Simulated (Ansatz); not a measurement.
# The cluster Sn₁₀H₁₄O: charged states by level of theory, part 2 of 3

What does removing or adding an electron cost or gain for the cluster Sn₁₀H₁₄O? Each charged state is run at several levels.

Ansatz 0.2.0, Gaussian basis; as each input shows.

### 10 Relaxing the charge -1 doublet

Contents of in.yaml:

```yaml
crystal:
  periodic: [false, false, false]
  atoms:
    - {symbol: Sn, position_ang: [0.017498, -3.110787, 0.022102]}
    - {symbol: Sn, position_ang: [-0.012777, 0.102003, -3.262949]}
    - {symbol: Sn, position_ang: [-3.262315, 0.121487, 0.026700]}
    - {symbol: Sn, position_ang: [0.009668, 0.146517, 3.260832]}
    - {symbol: Sn, position_ang: [-0.016847, 3.370526, -0.019504]}
    - {symbol: Sn, position_ang: [3.260254, 0.158347, -0.032475]}
    - {symbol: Sn, position_ang: [-1.626971, -1.497986, -1.598479]}
    - {symbol: Sn, position_ang: [1.643998, -1.455363, 1.617653]}
    - {symbol: Sn, position_ang: [1.646615, 1.771661, -1.699496]}
    - {symbol: Sn, position_ang: [-1.669107, 1.774574, 1.674256]}
    - {symbol: O, position_ang: [-0.023605, 5.251215, -0.028092]}
    - {symbol: H, position_ang: [1.004549, -4.138567, -0.970003]}
    - {symbol: H, position_ang: [-0.959079, -4.133012, 1.030216]}
    - {symbol: H, position_ang: [0.985315, -0.911531, -4.260963]}
    - {symbol: H, position_ang: [-0.994981, 1.070815, -4.316033]}
    - {symbol: H, position_ang: [-4.273366, -0.876973, 1.025900]}
    - {symbol: H, position_ang: [-4.302926, 1.104668, -0.954726]}
    - {symbol: H, position_ang: [-0.973934, -0.866397, 4.273163]}
    - {symbol: H, position_ang: [0.980180, 1.141585, 4.300361]}
    - {symbol: H, position_ang: [4.281175, -0.844411, -1.017199]}
    - {symbol: H, position_ang: [4.291921, 1.165154, 0.934283]}
    - {symbol: H, position_ang: [-2.643573, -2.499670, -2.597041]}
    - {symbol: H, position_ang: [2.672241, -2.431244, 2.629787]}
    - {symbol: H, position_ang: [2.628953, 2.791364, -2.710588]}
    - {symbol: H, position_ang: [-2.662887, 2.796025, 2.672308]}
basis:
  gaussian: {orbitals: def2-SVP}
total_charge: -1
magnetization: {spin_polarized: true, initial_magnetization: 1}
hamiltonian: {xc: pbe, dispersion: d4}
scf: {lower_state_search: "off"}
output: {orbitals: {seedname: orbitals}}
relax: {f_tol: 0.03, max_steps: 70}
```

The run is started by

```sh
$ ansatz run in.yaml --threads 2 --pin off --events-out ev --progress --plain --max-ram 32768MiB --backend cuda --devices 0, --max-vram 18GiB
```

Output:

```text
Functional definition: PBE
  name "PBE"
  cite "Perdew, Burke & Ernzerhof, Phys. Rev. Lett. 77, 3865 (1996) doi:10.1103/PhysRevLett.77.3865"
  parent pbe
  parameter kappa = 0.804
  parameter beta = 0.06672455060314922
  exchange = pbe_x(kappa = kappa, mu = beta*pi^2/3)
  correlation = pbe_c(beta = beta)
these checks for a lower state are left out or cut short: stability, starts, cluster_reference, orbital_swaps, neighbouring_geometries, increment
3865 factors; their error is unknown
mean field evaluation 1: about -60573.8190 eV, gradient 5.4e1 eV
mean field evaluation 2: about -60295.2825 eV, gradient 1.5e2 eV
mean field evaluation 4: about -60506.2409 eV, gradient 1.0e2 eV
mean field evaluation 8: about -60588.4796 eV, gradient 1.1e-1 eV
mean field evaluation 16: about -60588.6318 eV, gradient 1.6e-2 eV
mean field -60588.63185884 eV, -2226.5911523626 hartree, gradient 4.4e-6 eV, S^2 0.751846; 0 other end points of the search recorded, 0 dependent functions left out
the calculation of the forces begins
reference -60588.63195397 eV, -2226.5911558586 hartree; 122, 121 occupied and 222, 223 virtual orbitals, 3865 factors
relax step   1: F+E_penalty+E_count = -60590.13677724 eV  Δ(F+E_penalty+E_count) = +0.000e0 eV  max|allowed force component| = 8.567e-1 eV/Å  Δτ_max = 0.0000 Å  (79 SCF iters, accepted)
these checks for a lower state are left out or cut short: stability, starts, cluster_reference, orbital_swaps, neighbouring_geometries, increment
3865 factors; their error is unknown
mean field -60588.70953818 eV, -2226.5940070258 hartree, gradient 1.9e-6 eV, S^2 0.751898; 0 other end points of the search recorded, 0 dependent functions left out
the calculation of the forces begins
reference -60588.70963391 eV, -2226.5940105437 hartree; 122, 121 occupied and 222, 223 virtual orbitals, 3865 factors
relax step   2: F+E_penalty+E_count = -60590.21917731 eV  Δ(F+E_penalty+E_count) = -8.240e-2 eV  max|allowed force component| = 1.024e0 eV/Å  Δτ_max = 0.1930 Å  (30 SCF iters, accepted)
these checks for a lower state are left out or cut short: stability, starts, cluster_reference, orbital_swaps, neighbouring_geometries, increment
3865 factors; their error is unknown
mean field evaluation 32: about -60588.8498 eV, gradient 1.7e-1 eV
mean field -60588.85141922 eV, -2226.5992210579 hartree, gradient 2.4e-6 eV, S^2 0.751840; 0 other end points of the search recorded, 0 dependent functions left out
the calculation of the forces begins
reference -60588.85151471 eV, -2226.5992245671 hartree; 122, 121 occupied and 222, 223 virtual orbitals, 3865 factors
relax step   3: F+E_penalty+E_count = -60590.35248706 eV  Δ(F+E_penalty+E_count) = -1.333e-1 eV  max|allowed force component| = 1.904e-1 eV/Å  Δτ_max = 0.1017 Å  (30 SCF iters, accepted)
these checks for a lower state are left out or cut short: stability, starts, cluster_reference, orbital_swaps, neighbouring_geometries, increment
3865 factors; their error is unknown
mean field -60589.13785958 eV, -2226.6097475470 hartree, gradient 1.1e-6 eV, S^2 0.752484; 0 other end points of the search recorded, 0 dependent functions left out
the calculation of the forces begins
reference -60589.13795496 eV, -2226.6097510520 hartree; 122, 121 occupied and 222, 223 virtual orbitals, 3865 factors
relax step   4: F+E_penalty+E_count = -60590.63442058 eV  Δ(F+E_penalty+E_count) = -2.819e-1 eV  max|allowed force component| = 8.181e-1 eV/Å  Δτ_max = 0.2000 Å  (30 SCF iters, accepted)
these checks for a lower state are left out or cut short: stability, starts, cluster_reference, orbital_swaps, neighbouring_geometries, increment
3865 factors; their error is unknown
mean field -60589.37440945 eV, -2226.6184405943 hartree, gradient 4.0e-6 eV, S^2 0.753054; 0 other end points of the search recorded, 0 dependent functions left out
the calculation of the forces begins
reference -60589.37450489 eV, -2226.6184441018 hartree; 122, 121 occupied and 222, 223 virtual orbitals, 3865 factors
relax step   5: F+E_penalty+E_count = -60590.86380728 eV  Δ(F+E_penalty+E_count) = -2.294e-1 eV  max|allowed force component| = 6.316e-1 eV/Å  Δτ_max = 0.1950 Å  (29 SCF iters, accepted)
these checks for a lower state are left out or cut short: stability, starts, cluster_reference, orbital_swaps, neighbouring_geometries, increment
3865 factors; their error is unknown
mean field evaluation 64: about -60589.4891 eV, gradient 2.2e-6 eV
mean field -60589.48905243 eV, -2226.6226536461 hartree, gradient 2.2e-6 eV, S^2 0.754128; 0 other end points of the search recorded, 0 dependent functions left out
the calculation of the forces begins
reference -60589.48914701 eV, -2226.6226571220 hartree; 122, 121 occupied and 222, 223 virtual orbitals, 3865 factors
relax step   6: F+E_penalty+E_count = -60590.97662260 eV  Δ(F+E_penalty+E_count) = -1.128e-1 eV  max|allowed force component| = 6.262e-1 eV/Å  Δτ_max = 0.1969 Å  (30 SCF iters, accepted)
these checks for a lower state are left out or cut short: stability, starts, cluster_reference, orbital_swaps, neighbouring_geometries, increment
3865 factors; their error is unknown
mean field -60589.52525935 eV, -2226.6239842257 hartree, gradient 4.4e-6 eV, S^2 0.754504; 0 other end points of the search recorded, 0 dependent functions left out
the calculation of the forces begins
reference -60589.52535344 eV, -2226.6239876834 hartree; 122, 121 occupied and 222, 223 virtual orbitals, 3865 factors
relax step   7: F+E_penalty+E_count = -60591.01592844 eV  Δ(F+E_penalty+E_count) = -3.931e-2 eV  max|allowed force component| = 4.345e-1 eV/Å  Δτ_max = 0.0905 Å  (24 SCF iters, accepted)
these checks for a lower state are left out or cut short: stability, starts, cluster_reference, orbital_swaps, neighbouring_geometries, increment
3865 factors; their error is unknown
mean field -60589.55564963 eV, -2226.6251010482 hartree, gradient 5.1e-6 eV, S^2 0.754267; 0 other end points of the search recorded, 0 dependent functions left out
the calculation of the forces begins
reference -60589.55574315 eV, -2226.6251044850 hartree; 122, 121 occupied and 222, 223 virtual orbitals, 3865 factors
relax step   8: F+E_penalty+E_count = -60591.04897088 eV  Δ(F+E_penalty+E_count) = -3.304e-2 eV  max|allowed force component| = 1.274e-1 eV/Å  Δτ_max = 0.1999 Å  (24 SCF iters, accepted)
these checks for a lower state are left out or cut short: stability, starts, cluster_reference, orbital_swaps, neighbouring_geometries, increment
3865 factors; their error is unknown
mean field -60589.55763440 eV, -2226.6251739870 hartree, gradient 5.1e-6 eV, S^2 0.754658; 0 other end points of the search recorded, 0 dependent functions left out
the calculation of the forces begins
reference -60589.55772747 eV, -2226.6251774072 hartree; 122, 121 occupied and 222, 223 virtual orbitals, 3865 factors
relax step   9: F+E_penalty+E_count = -60591.05081273 eV  Δ(F+E_penalty+E_count) = -1.842e-3 eV  max|allowed force component| = 1.046e-1 eV/Å  Δτ_max = 0.2000 Å  (25 SCF iters, accepted)
these checks for a lower state are left out or cut short: stability, starts, cluster_reference, orbital_swaps, neighbouring_geometries, increment
3865 factors; their error is unknown
mean field -60589.57316789 eV, -2226.6257448320 hartree, gradient 2.8e-6 eV, S^2 0.754531; 0 other end points of the search recorded, 0 dependent functions left out
the calculation of the forces begins
reference -60589.57326071 eV, -2226.6257482434 hartree; 122, 121 occupied and 222, 223 virtual orbitals, 3865 factors
relax step  10: F+E_penalty+E_count = -60591.06602154 eV  Δ(F+E_penalty+E_count) = -1.521e-2 eV  max|allowed force component| = 9.712e-2 eV/Å  Δτ_max = 0.0955 Å  (22 SCF iters, accepted)
these checks for a lower state are left out or cut short: stability, starts, cluster_reference, orbital_swaps, neighbouring_geometries, increment
3865 factors; their error is unknown
mean field evaluation 96: about -60589.5760 eV, gradient 5.3e-4 eV
mean field -60589.57600665 eV, -2226.6258491547 hartree, gradient 2.1e-6 eV, S^2 0.754493; 0 other end points of the search recorded, 0 dependent functions left out
the calculation of the forces begins
reference -60589.57609936 eV, -2226.6258525617 hartree; 122, 121 occupied and 222, 223 virtual orbitals, 3865 factors
relax step  11: F+E_penalty+E_count = -60591.07073840 eV  Δ(F+E_penalty+E_count) = -4.717e-3 eV  max|allowed force component| = 3.039e-2 eV/Å  Δτ_max = 0.1179 Å  (24 SCF iters, accepted)
these checks for a lower state are left out or cut short: stability, starts, cluster_reference, orbital_swaps, neighbouring_geometries, increment
3865 factors; their error is unknown
mean field -60589.57889073 eV, -2226.6259551429 hartree, gradient 2.5e-6 eV, S^2 0.754626; 0 other end points of the search recorded, 0 dependent functions left out
the calculation of the forces begins
reference -60589.57898352 eV, -2226.6259585525 hartree; 122, 121 occupied and 222, 223 virtual orbitals, 3865 factors
relax step  12: F+E_penalty+E_count = -60591.07435491 eV  Δ(F+E_penalty+E_count) = -3.617e-3 eV  max|allowed force component| = 1.086e-1 eV/Å  Δτ_max = 0.1908 Å  (24 SCF iters, accepted)
these checks for a lower state are left out or cut short: stability, starts, cluster_reference, orbital_swaps, neighbouring_geometries, increment
3865 factors; their error is unknown
mean field -60589.57963085 eV, -2226.6259823416 hartree, gradient 2.0e-6 eV, S^2 0.754766; 0 other end points of the search recorded, 0 dependent functions left out
the calculation of the forces begins
reference -60589.57972353 eV, -2226.6259857477 hartree; 122, 121 occupied and 222, 223 virtual orbitals, 3865 factors
relax step  13: F+E_penalty+E_count = -60591.07620871 eV  Δ(F+E_penalty+E_count) = -1.854e-3 eV  max|allowed force component| = 1.193e-1 eV/Å  Δτ_max = 0.1105 Å  (24 SCF iters, accepted)
these checks for a lower state are left out or cut short: stability, starts, cluster_reference, orbital_swaps, neighbouring_geometries, increment
3865 factors; their error is unknown
mean field -60589.58091803 eV, -2226.6260296445 hartree, gradient 1.5e-6 eV, S^2 0.754801; 0 other end points of the search recorded, 0 dependent functions left out
the calculation of the forces begins
reference -60589.58101063 eV, -2226.6260330475 hartree; 122, 121 occupied and 222, 223 virtual orbitals, 3865 factors
relax step  14: F+E_penalty+E_count = -60591.07754576 eV  Δ(F+E_penalty+E_count) = -1.337e-3 eV  max|allowed force component| = 1.013e-1 eV/Å  Δτ_max = 0.0842 Å  (25 SCF iters, accepted)
these checks for a lower state are left out or cut short: stability, starts, cluster_reference, orbital_swaps, neighbouring_geometries, increment
3865 factors; their error is unknown
mean field -60589.58190899 eV, -2226.6260660615 hartree, gradient 2.8e-6 eV, S^2 0.754759; 0 other end points of the search recorded, 0 dependent functions left out
the calculation of the forces begins
reference -60589.58200160 eV, -2226.6260694649 hartree; 122, 121 occupied and 222, 223 virtual orbitals, 3865 factors
relax step  15: F+E_penalty+E_count = -60591.07879810 eV  Δ(F+E_penalty+E_count) = -1.252e-3 eV  max|allowed force component| = 7.885e-2 eV/Å  Δτ_max = 0.0923 Å  (23 SCF iters, accepted)
these checks for a lower state are left out or cut short: stability, starts, cluster_reference, orbital_swaps, neighbouring_geometries, increment
3865 factors; their error is unknown
mean field evaluation 128: about -60589.6008 eV, gradient 1.7e0 eV
mean field -60589.58249962 eV, -2226.6260877669 hartree, gradient 1.8e-6 eV, S^2 0.754722; 0 other end points of the search recorded, 0 dependent functions left out
the calculation of the forces begins
reference -60589.58259228 eV, -2226.6260911721 hartree; 122, 121 occupied and 222, 223 virtual orbitals, 3865 factors
relax step  16: F+E_penalty+E_count = -60591.07903400 eV  Δ(F+E_penalty+E_count) = -2.359e-4 eV  max|allowed force component| = 2.934e-2 eV/Å  Δτ_max = 0.1199 Å  (24 SCF iters, accepted)
these checks for a lower state are left out or cut short: stability, starts, cluster_reference, orbital_swaps, neighbouring_geometries, increment
3865 factors; their error is unknown
mean field -60589.58204868 eV, -2226.6260711953 hartree, gradient 2.1e-6 eV, S^2 0.754763; 0 other end points of the search recorded, 0 dependent functions left out
the calculation of the forces begins
reference -60589.58214139 eV, -2226.6260746022 hartree; 122, 121 occupied and 222, 223 virtual orbitals, 3865 factors
relax step  17: F+E_penalty+E_count = -60591.07941734 eV  Δ(F+E_penalty+E_count) = -3.833e-4 eV  max|allowed force component| = 5.423e-2 eV/Å  Δτ_max = 0.1125 Å  (24 SCF iters, accepted)
these checks for a lower state are left out or cut short: stability, starts, cluster_reference, orbital_swaps, neighbouring_geometries, increment
3865 factors; their error is unknown
mean field -60589.58286101 eV, -2226.6261010479 hartree, gradient 1.5e-6 eV, S^2 0.754666; 0 other end points of the search recorded, 0 dependent functions left out
the calculation of the forces begins
reference -60589.58295375 eV, -2226.6261044559 hartree; 122, 121 occupied and 222, 223 virtual orbitals, 3865 factors
relax step  18: F+E_penalty+E_count = -60591.08049082 eV  Δ(F+E_penalty+E_count) = -1.073e-3 eV  max|allowed force component| = 2.422e-2 eV/Å  Δτ_max = 0.0185 Å  (25 SCF iters, accepted)
Total energy: -60591.08058356 eV, -2226.6811413363 hartree
Atom 0 at    -0.009271    -3.077886    -0.005499 Å, force     0.001295    -0.003722     0.001743 eV/Å
Atom 1 at     0.108801     0.232873    -3.147553 Å, force     0.000682     0.003371    -0.008135 eV/Å
Atom 2 at    -3.146220     0.238646     0.145881 Å, force    -0.006879     0.003328     0.001732 eV/Å
Atom 3 at    -0.018196     0.104053     3.237464 Å, force     0.005489     0.011106     0.013209 eV/Å
Atom 4 at     0.143051     3.947635     0.136308 Å, force    -0.013734     0.023261    -0.011917 eV/Å
Atom 5 at     3.237569     0.101530    -0.057073 Å, force     0.013154     0.010980     0.005863 eV/Å
Atom 6 at    -1.610339    -1.376359    -1.588580 Å, force     0.006533    -0.008964     0.006249 eV/Å
Atom 7 at     1.658741    -1.508372     1.639887 Å, force    -0.008091    -0.022355    -0.007661 eV/Å
Atom 8 at     1.626780     1.968985    -1.476882 Å, force    -0.005294    -0.000615    -0.003814 eV/Å
Atom 9 at    -1.454336     1.972780     1.642574 Å, force    -0.002913     0.000206    -0.006196 eV/Å
Atom 10 at    -1.051043     4.900118    -1.043620 Å, force     0.019713    -0.024222     0.019208 eV/Å
Atom 11 at     0.941290    -4.150113    -1.005593 Å, force     0.000165     0.002583    -0.004039 eV/Å
Atom 12 at    -0.998483    -4.147639     0.959145 Å, force    -0.003882     0.002507     0.000255 eV/Å
Atom 13 at     1.063790    -0.828592    -4.164696 Å, force     0.000203    -0.000104     0.003654 eV/Å
Atom 14 at    -0.892962     1.116005    -4.273591 Å, force     0.000478    -0.002162     0.001473 eV/Å
Atom 15 at    -4.155002    -0.819179     1.113739 Å, force     0.003476     0.000299    -0.000470 eV/Å
Atom 16 at    -4.280865     1.123271    -0.844783 Å, force     0.001213    -0.002640     0.000805 eV/Å
Atom 17 at    -1.027738    -0.958930     4.195728 Å, force     0.004928     0.000008    -0.009538 eV/Å
Atom 18 at     1.003489     0.887819     4.423530 Å, force    -0.000454    -0.000263    -0.004438 eV/Å
Atom 19 at     4.184778    -0.962891    -1.075491 Å, force    -0.009651     0.000292     0.004893 eV/Å
Atom 20 at     4.434605     0.886593     0.950719 Å, force    -0.004131    -0.000453    -0.000340 eV/Å
Atom 21 at    -2.629457    -2.389704    -2.593829 Å, force    -0.001814     0.004430    -0.002051 eV/Å
Atom 22 at     2.647113    -2.575679     2.617520 Å, force     0.000723     0.003867     0.000796 eV/Å
Atom 23 at     2.795495     2.654080    -2.609388 Å, force    -0.001370    -0.000267    -0.000008 eV/Å
Atom 24 at    -2.571590     2.660957     2.824095 Å, force     0.000162    -0.000472    -0.001273 eV/Å
Dipole moment:     0.315725    -0.927723     0.312916 e Å
Checks for a lower state left out: stability, starts, cluster_reference, orbital_swaps, neighbouring_geometries, increment
```

Run time: 68 s. Hardware: 1 × H100 (card shared with other runs) with 2 threads of AMD EPYC 7R13, shared host; peak host memory 1 GiB.

The steps of the relaxation:

| step | energy from step 1 (eV) | largest force component (eV/Å) |
| --- | --- | --- |
| 1 | 0.0000 | 0.8567 |
| 2 | -0.0824 | 1.0238 |
| 3 | -0.2157 | 0.1904 |
| 4 | -0.4976 | 0.8181 |
| 5 | -0.7270 | 0.6316 |
| 6 | -0.8398 | 0.6262 |
| 7 | -0.8792 | 0.4345 |
| 8 | -0.9122 | 0.1274 |
| 9 | -0.9140 | 0.1046 |
| 10 | -0.9292 | 0.0971 |
| 11 | -0.9340 | 0.0304 |
| 12 | -0.9376 | 0.1086 |
| 13 | -0.9394 | 0.1193 |
| 14 | -0.9408 | 0.1013 |
| 15 | -0.9420 | 0.0788 |
| 16 | -0.9423 | 0.0293 |
| 17 | -0.9426 | 0.0542 |
| 18 | -0.9437 | 0.0242 |

The force was under the threshold of 0.03 eV/Å already at step 16, but the program went on to step 18.

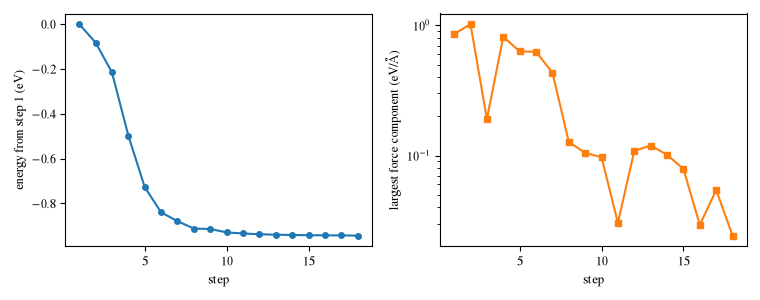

Energy and force, step by step.

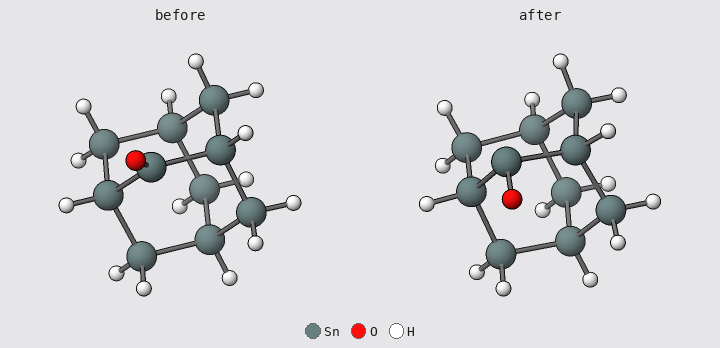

Before and after, at one scale.

Distances of close pairs at the start and the end, largest changes first:

| bond | before (Å) | after (Å) | change (Å) |
| --- | --- | --- | --- |
| Sn5–Sn10 | 2.854 | 2.953 | +0.099 |
| Sn5–Sn9 | 2.854 | 2.953 | +0.099 |
| Sn5–O11 | 1.881 | 1.930 | +0.049 |
| Sn10–H25 | 1.740 | 1.766 | +0.026 |
| Sn9–H24 | 1.740 | 1.766 | +0.026 |
| Sn3–Sn10 | 2.826 | 2.848 | +0.022 |
| Sn2–Sn9 | 2.826 | 2.848 | +0.022 |
| Sn6–Sn9 | 2.826 | 2.846 | +0.020 |

(Continued in part 3 of 3.)
